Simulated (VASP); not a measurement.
# Rb: surface energy and work function by face, part 2 of 4

Which face of Rb is cheapest, and which holds its electrons hardest?

VASP 6.6.1; r2SCAN; plane waves and PAW (Rb_pv).

So far. Step 3 (The bulk reference, job self-consistent run, k-mesh …): The run ends at a pressure of 0.01 GPa.

## Step 4: Relaxing the slab, 7 atoms, face Rb(110)

System of this step: Rb(110). The cell holds 7 atoms: 7 Rb. Its edges and angles: a = 5.746 Å, b = 4.976 Å, c = 39.379 Å, α = 90.0°, β = 90.0°, γ = 54.7°. It derives from Rb. 7 layers of bcc Rb, cut at this functional's lattice. Vacuum lies along c.

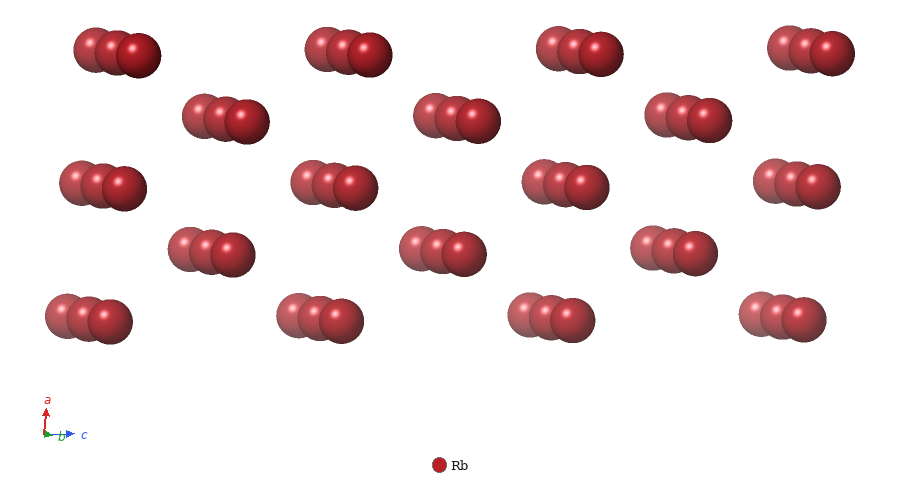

The cell of this step (rubidium red). 2×2×1 cells are drawn. Some periodic images of atoms are drawn too.

All atoms relax at the fixed cell.

INCAR reads:

```
SYSTEM = Rb
PREC = Normal
ENCUT = 320
EDIFF = 1E-05
NELM = 120
ISMEAR = 1
SIGMA = 0.15
LREAL = .FALSE.
ALGO = Normal
METAGGA = R2SCAN
LASPH = .TRUE.
NBANDS = 31
LORBIT = 11
LWAVE = .FALSE.
LCHARG = .FALSE.
KPAR = 4
IBRION = 2
NSW = 40
ISIF = 2
EDIFFG = -0.03
POTIM = 0.4
MAXMIX = 40
```

POSCAR reads:

```
Rb
1.0
    5.7460913894      0.0000000000      0.0000000000
    2.8730456947      4.0631001868      0.0000000000
    0.0000000000      0.0000000000     39.3786011206
Rb
7
Direct
    0.0000000000      0.0000000000      0.1904587700
    0.5000000000      0.0000000000      0.2936391800
    0.0000000000      0.0000000000      0.3968195900
    0.5000000000      0.0000000000      0.5000000000
    0.0000000000      0.0000000000      0.6031804100
    0.5000000000      0.0000000000      0.7063608200
    0.0000000000      0.0000000000      0.8095412300
```

KPOINTS reads:

```
Automatic mesh
0
Gamma
8 8 1
0 0 0
```

PAW data sets: Rb_pv (PBE family, release 64).

On the command line:

```
> mpirun -np 4 vasp_std
```

The log of the run:

```text
[banner, memory and clock lines left out]
running    4 mpi-ranks, on    1 nodes
 distrk:  each k-point on    1 cores,    4 groups
 distr:  one band on    1 cores,    1 groups

 POSCAR found type information on POSCAR Rb
 POSCAR found :  1 types and       7 ions
 [... a notice as in an earlier step ...]

 LDA part: xc-table for (None), standard interpolation
 POSCAR, INCAR and KPOINTS ok, starting setup
 FFT: planning ... GRIDC
 FFT: planning ... GRID_SOFT
 FFT: planning ... GRID
 WAVECAR not read
 entering main loop
       N       E                     dE             d eps       ncg     rms          rms(c)
DAV:   1    -0.107970830527E+02   -0.10797E+02   -0.15408E+04  1878   0.763E+02
DAV:   2    -0.997495762146E+02   -0.88952E+02   -0.84496E+02  1463   0.143E+02
DAV:   3    -0.102239948511E+03   -0.24904E+01   -0.23645E+01  1610   0.169E+01
DAV:   4    -0.102327544261E+03   -0.87596E-01   -0.87369E-01  1675   0.244E+00
DAV:   5    -0.102330853348E+03   -0.33091E-02   -0.33089E-02  1713   0.343E-01    0.318E+00
DAV:   6    -0.971682846076E+02    0.51626E+01   -0.55896E+00  1572   0.965E+00    0.317E+00
DAV:   7    -0.969506870659E+02    0.21760E+00   -0.31761E+00  1556   0.297E+00    0.284E+00
DAV:   8    -0.969678657893E+02   -0.17179E-01   -0.44315E-01  1529   0.188E+00    0.177E+00
DAV:   9    -0.969888974667E+02   -0.21032E-01   -0.13914E-01  1507   0.150E+00    0.278E-01
DAV:  10    -0.969847080685E+02    0.41894E-02   -0.27344E-02  1473   0.516E-01    0.118E-01
DAV:  11    -0.969862562576E+02   -0.15482E-02   -0.62288E-03  1583   0.349E-01    0.642E-02
DAV:  12    -0.969869396312E+02   -0.68337E-03   -0.16776E-03  1631   0.162E-01    0.620E-02
DAV:  13    -0.969875171962E+02   -0.57757E-03   -0.96136E-04  1351   0.113E-01    0.288E-02
DAV:  14    -0.969875873730E+02   -0.70177E-04   -0.32960E-04  1221   0.756E-02    0.106E-02
DAV:  15    -0.969878103533E+02   -0.22298E-03   -0.21385E-04  1277   0.561E-02    0.144E-02
DAV:  16    -0.969878648484E+02   -0.54495E-04   -0.12776E-04  1241   0.436E-02    0.778E-03
DAV:  17    -0.969879449507E+02   -0.80102E-04   -0.38196E-05  1095   0.175E-02    0.314E-03
DAV:  18    -0.969880237276E+02   -0.78777E-04   -0.23567E-05   992   0.134E-02    0.285E-03
DAV:  19    -0.969880577134E+02   -0.33986E-04   -0.10021E-05   942   0.900E-03    0.154E-03
DAV:  20    -0.969880967020E+02   -0.38989E-04   -0.10264E-05   938   0.805E-03    0.103E-03
DAV:  21    -0.969881102339E+02   -0.13532E-04   -0.29437E-06   875   0.455E-03    0.476E-04
DAV:  22    -0.969881185442E+02   -0.83103E-05   -0.24309E-06   826   0.373E-03
   1 F= -.96988119E+02 E0= -.96987444E+02  d E =-.969881E+02
 curvature:   0.00 expect dE= 0.000E+00 dE for cont linesearch  0.000E+00
 trial: gam= 0.00000 g(F)=  0.180E-04 g(S)=  0.000E+00 ort = 0.000E+00 (trialstep = 0.100E+01)
 search vector abs. value=  0.180E-04
 reached required accuracy - stopping structural energy minimisation
```

Wall time 3.3 min (4 MPI ranks of Intel Xeon 6975P-C (Granite Rapids), shared host); peak memory 2 GiB; 13 min of CPU time.

From OUTCAR (step 4):

```text
  LATTYP: Found a base centered orthorhombic cell.
 ALAT       =     5.7460913894
 B/A-ratio  =     1.4142135624
 C/A-ratio  =     6.8531108282

 Subroutine GETGRP returns: Found  8 space group operations
 (whereof  8 operations were pure point group operations)

The static configuration has the point symmetry D_2h.

 Found     21 irreducible k-points:

   k-points           NKPTS =     21   k-points in BZ     NKDIM =     21   number of bands    NBANDS=     31

   dimension x,y,z NGX =    28 NGY =   24 NGZ =  180
   dimension x,y,z NGXF=    56 NGYF=   48 NGZF=  360

   ENCUT  =  320.0 eV  23.52 Ry    4.85 a.u.   8.38  7.26 57.44*2*pi/ulx,y,z

   NELECT =      49.0000    total number of electrons

 E-fermi :  -1.3220

 k-point     1 :       0.0000    0.0000    0.0000
  band No.  band energies     occupation
    ...
     24      -2.9820      2.00000
     25      -2.6625      2.00000
     26      -2.2681      2.00000
     27      -1.8167      2.00003
     28      -1.3476      1.28383
     29      -0.6823     -0.00000
     30      -0.3938     -0.00000
     31       0.0835     -0.00000

 k-point     2 :       0.1250   -0.0000    0.0000
  band No.  band energies     occupation
    ...
     23      -3.0691      2.00000
     24      -2.8450      2.00000
     25      -2.5287      2.00000
     26      -2.1374      2.00000
     27      -1.6888      2.00294
     28      -1.2207      0.09805
     29      -0.6157     -0.00000
     30      -0.2973     -0.00000
     31       0.1643     -0.00000

  Total       -0.2429119      0.0768462     -0.0951791     -0.0000000      0.0000000      0.0000000
  in kB       -0.4233202      0.1339192     -0.1658677     -0.0000000      0.0000000      0.0000000
  external PRESSURE =      -0.1517562 kB  Pullay stress =       0.0000000 kB

  energy-cutoff  :      320.00
  volume of cell :      919.37
      direct lattice vectors                 reciprocal lattice vectors
     5.746091389  0.000000000  0.000000000     0.174031343 -0.123058743  0.000000000
     2.873045695  4.063100187  0.000000000     0.000000000  0.246117485  0.000000000
     0.000000000  0.000000000 39.378601121     0.000000000  0.000000000  0.025394503

 POSITION                                       TOTAL-FORCE (eV/Angst)
 -----------------------------------------------------------------------------------
      0.00000      0.00000      7.50000        -0.000000      0.000000      0.010174
      2.87305      0.00000     11.56310         0.000000      0.000000     -0.011393
      0.00000      0.00000     15.62620         0.000000     -0.000000     -0.000400
      2.87305      0.00000     19.68930         0.000000      0.000000      0.000000
      0.00000      0.00000     23.75240         0.000000      0.000000      0.000400
      2.87305      0.00000     27.81550        -0.000000      0.000000      0.011393
      0.00000      0.00000     31.87860        -0.000000      0.000000     -0.010174
 -----------------------------------------------------------------------------------
    total drift:                                0.000000      0.000000      0.000000

  FREE ENERGIE OF THE ION-ELECTRON SYSTEM (eV)
  ---------------------------------------------------
  free  energy   TOTEN  =       -96.9881185442 eV

  energy  without entropy=      -96.9860942659  energy(sigma->0) =      -96.98744378

 total charge
# of ion       s       p       d       tot
------------------------------------------
    1        0.116   5.934   0.008   6.058
    2        0.113   5.945   0.011   6.069
    3        0.114   5.946   0.010   6.070
    4        0.113   5.947   0.010   6.069
    5        0.114   5.946   0.010   6.070
    6        0.113   5.945   0.011   6.069
    7        0.116   5.934   0.008   6.058
--------------------------------------------------
tot          0.798  41.597   0.067  42.462

[... 1 part as in an earlier step ...]

[... 7 further parts left out ...]
```

The run keeps the 8 symmetry operations of its start, so it cannot find a distortion of lower symmetry.

No atom moved by 0.005 Å in the relaxation.

Numbers from this step:

| Quantity | Value |
| --- | --- |
| electronic steps | 22 |
| electrons | 49 |
| free energy (TOTEN) | -96.9881 eV |
| energy at zero smearing | -96.9874 eV |
| Fermi energy | -1.322 eV |

The start already met the threshold, so nothing moved, which says little where the restoring forces are soft.

## Step 5: Potential and states of the slab, 7 atoms, face Rb(110)

A static run writes the electrostatic potential without exchange and correlation (LVHAR), which is flat in the vacuum and gives the level to count from. The dipole correction cancels the field that unlike faces would set up across the vacuum.

INCAR reads:

```
SYSTEM = Rb
PREC = Normal
ENCUT = 320
EDIFF = 1E-06
NELM = 120
ISMEAR = 1
SIGMA = 0.15
LREAL = .FALSE.
ALGO = Normal
METAGGA = R2SCAN
LASPH = .TRUE.
NBANDS = 31
LORBIT = 11
LWAVE = .FALSE.
LCHARG = .TRUE.
KPAR = 4
IDIPOL = 3
LDIPOL = .TRUE.
DIPOL = 0.5 0.5 0.5
LVHAR = .TRUE.
LVACPOTAV = .TRUE.
NEDOS = 1500
```

POSCAR is that of step 4.

KPOINTS is that of step 4.

On the command line:

```
> mpirun -np 4 vasp_std
```

The log of the run:

```text
[... set-up lines as in an earlier step ...]
 entering main loop
       N       E                     dE             d eps       ncg     rms          rms(c)
DAV:   1    -0.107970830528E+02   -0.10797E+02   -0.15408E+04  1878   0.763E+02
DAV:   2    -0.997495762147E+02   -0.88952E+02   -0.84496E+02  1463   0.143E+02
[... 3 cycles as in an earlier step ...]
DAV:   6    -0.971682846073E+02    0.51626E+01   -0.55896E+00  1572   0.965E+00    0.317E+00
[... 1 cycle as in an earlier step ...]
DAV:   8    -0.969678657894E+02   -0.17179E-01   -0.44315E-01  1529   0.188E+00    0.177E+00
[... 1 cycle as in an earlier step ...]
DAV:  10    -0.969847080686E+02    0.41894E-02   -0.27344E-02  1473   0.516E-01    0.118E-01
DAV:  11    -0.969862562580E+02   -0.15482E-02   -0.62288E-03  1583   0.349E-01    0.642E-02
DAV:  12    -0.969869396313E+02   -0.68337E-03   -0.16776E-03  1631   0.162E-01    0.620E-02
DAV:  13    -0.969875171960E+02   -0.57756E-03   -0.96136E-04  1351   0.113E-01    0.288E-02
DAV:  14    -0.969875874834E+02   -0.70287E-04   -0.33070E-04  1517   0.756E-02    0.106E-02
DAV:  15    -0.969878084141E+02   -0.22093E-03   -0.20833E-04  1445   0.529E-02    0.142E-02
DAV:  16    -0.969878642141E+02   -0.55800E-04   -0.12578E-04  1417   0.427E-02    0.791E-03
DAV:  17    -0.969879434247E+02   -0.79211E-04   -0.36036E-05  1301   0.164E-02    0.310E-03
DAV:  18    -0.969880322156E+02   -0.88791E-04   -0.32229E-05  1190   0.140E-02    0.304E-03
DAV:  19    -0.969880520725E+02   -0.19857E-04   -0.48269E-06  1211   0.615E-03    0.156E-03
DAV:  20    -0.969880964348E+02   -0.44362E-04   -0.12614E-05   994   0.768E-03    0.759E-04
DAV:  21    -0.969881112783E+02   -0.14844E-04   -0.26217E-06  1063   0.441E-03    0.508E-04
DAV:  22    -0.969881211780E+02   -0.98997E-05   -0.28971E-06   986   0.374E-03    0.442E-04
DAV:  23    -0.969881200500E+02    0.11280E-05   -0.34162E-07   868   0.223E-03    0.141E-04
DAV:  24    -0.969881199173E+02    0.13265E-06   -0.18229E-07   826   0.161E-03
 -----------------------------------------------------------------------------
|                                                                             |
|           W    W    AA    RRRRR   N    N  II  N    N   GGGG   !!!           |
|           W    W   A  A   R    R  NN   N  II  NN   N  G    G  !!!           |
|           W    W  A    A  R    R  N N  N  II  N N  N  G       !!!           |
|           W WW W  AAAAAA  RRRRR   N  N N  II  N  N N  G  GGG   !            |
|           WW  WW  A    A  R   R   N   NN  II  N   NN  G    G                |
|           W    W  A    A  R    R  N    N  II  N    N   GGGG   !!!           |
|                                                                             |
|     Did not find any points to average over, which means that no vacuum     |
|     field-free region was found. Please increase the size of  your cell     |
|     in the dimension of the dipole correction to obtain accurate            |
|     workfunction values.                                                    |
|                                                                             |
 -----------------------------------------------------------------------------

   1 F= -.96988120E+02 E0= -.96987446E+02  d E =-.202270E-02
```

It took 4.2 min on 4 MPI ranks; peak memory 2 GiB.

Parts of OUTCAR (step 5):

```text
   NELECT =      49.0000    total number of electrons

 dipolmoment           0.000000      0.000000      0.000000 electrons x Angstroem

 E-fermi :  -1.3220

 k-point     1 :       0.0000    0.0000    0.0000
  band No.  band energies     occupation
    ...
     24      -2.9820      2.00000
     25      -2.6625      2.00000
     26      -2.2681      2.00000
     27      -1.8167      2.00003
     28      -1.3475      1.28366
     29      -0.6824     -0.00000
     30      -0.3935     -0.00000
     31       0.0833     -0.00000

  Total       -0.2423459      0.0774123     -0.0946899      0.0000000      0.0000000      0.0000000
  in kB       -0.4223339      0.1349056     -0.1650152      0.0000000      0.0000000      0.0000000
  external PRESSURE =      -0.1508145 kB  Pullay stress =       0.0000000 kB

 POSITION                                       TOTAL-FORCE (eV/Angst)
 -----------------------------------------------------------------------------------
      0.00000      0.00000      7.50000         0.000000      0.000000      0.010210
      2.87305      0.00000     11.56310        -0.000000      0.000000     -0.011384
      0.00000      0.00000     15.62620         0.000000     -0.000000     -0.000565
      2.87305      0.00000     19.68930         0.000000      0.000000      0.000000
      0.00000      0.00000     23.75240         0.000000      0.000000      0.000565
      2.87305      0.00000     27.81550        -0.000000      0.000000      0.011384
      0.00000      0.00000     31.87860        -0.000000      0.000000     -0.010210
 -----------------------------------------------------------------------------------
    total drift:                                0.000000      0.000000      0.000000

  FREE ENERGIE OF THE ION-ELECTRON SYSTEM (eV)
  ---------------------------------------------------
  free  energy   TOTEN  =       -96.9881199173 eV

  energy  without entropy=      -96.9860972166  energy(sigma->0) =      -96.98744568

 vacuum level on the upper side and lower side of the slab         0.853         0.853

[... 9 parts as in an earlier step ...]

[... 8 further parts left out ...]
```

This step gave:

* electronic steps: 24
* dipole moment: 0, 0, 0 e·Å
* vacuum levels: 0.853, 0.853 eV
* work functions of the upper and lower face: 2.175, 2.175 eV

The planar average of the electrostatic potential oscillates, so the rows of the table below give means over windows of 4.05 Å about each position, cut where the curve ends. Its maxima inside the range that stand out by 2 % of the span (Å: eV): 9.5: 1.82, 13.6: 1.80, 17.6: 1.81, 21.8: 1.81, 25.8: 1.80, 29.9: 1.82. Its minima: 7.0: 0.449, 11.5: 0.581, 15.6: 0.587, 19.7: 0.563, 23.7: 0.587, 27.9: 0.581, 32.4: 0.449.

Zero at the Fermi level. Planar average of the electrostatic potential against height; means over each step:

| height (Å) | planar average of the electrostatic potential (eV) |
| --- | --- |
| 2.02 | 2.19 |
| 6.07 | 1.16 |
| 10.12 | 1.06 |
| 14.17 | 1.05 |
| 18.22 | 1.05 |
| 22.27 | 1.06 |
| 26.32 | 1.05 |
| 30.37 | 1.03 |
| 34.42 | 1.61 |
| 38.47 | 2.20 |

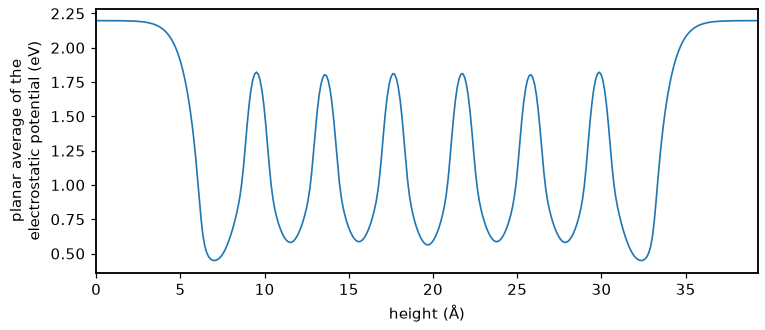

Planar average of the electrostatic potential against height.

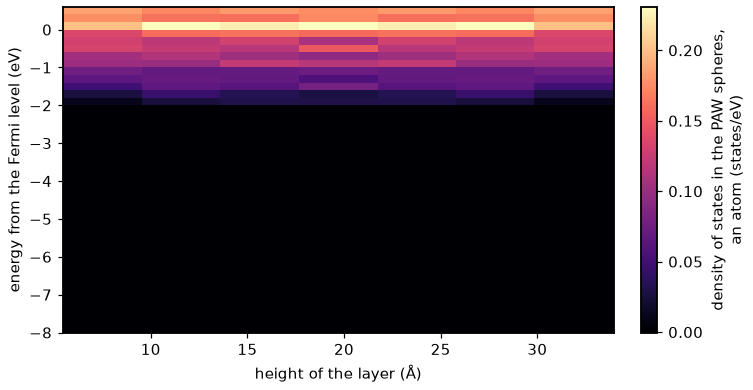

Density of states in the PAW spheres, an atom over height of the layer and energy from the Fermi level.

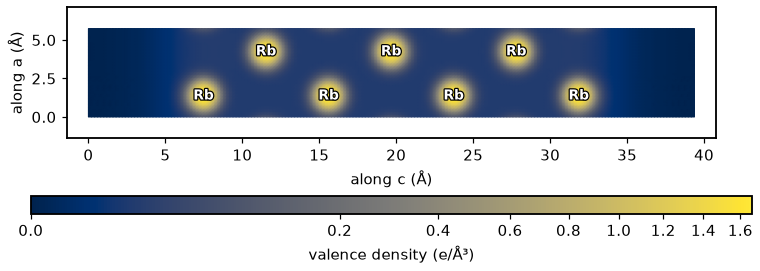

Valence density in the ca plane at fractional y = 0.000, with atoms of Rb within 0.2 Å of it. It is the smooth field of the valence electrons, not physical close to the nuclei. The map starts off the cell's origin, so that atoms lie inside it. The colour scale is stretched toward low values.

The map of layer states is cut here 0.5 eV above the Fermi level, so it leaves out the states above that.

The vacuum level lies 2.17 eV above the Fermi level at the upper face; both faces agree, as the slab has next to no dipole.

The program warns that it found no field-free vacuum at its default tolerance, so these levels carry more doubt.

On this mesh the fine structure of the density of states is sampling noise, and high empty states may be cut by the number of bands.

[end of part 2 of 4]

[Lines on the potential files, build, host, timing and source positions are cut from VASP's logs without a mark.]

[Logs are printed without paths, hosts, clocks, repeated set-up lines and the standing remarks that a program may print on its own settings, such as how far it seeks lower states.]

[Hosts, paths, dates, database ids (printed as entryN), source tags and the programs' standing remarks are cut or masked in the printed files.]

[Runs that stopped without an error message from VASP are left out.]
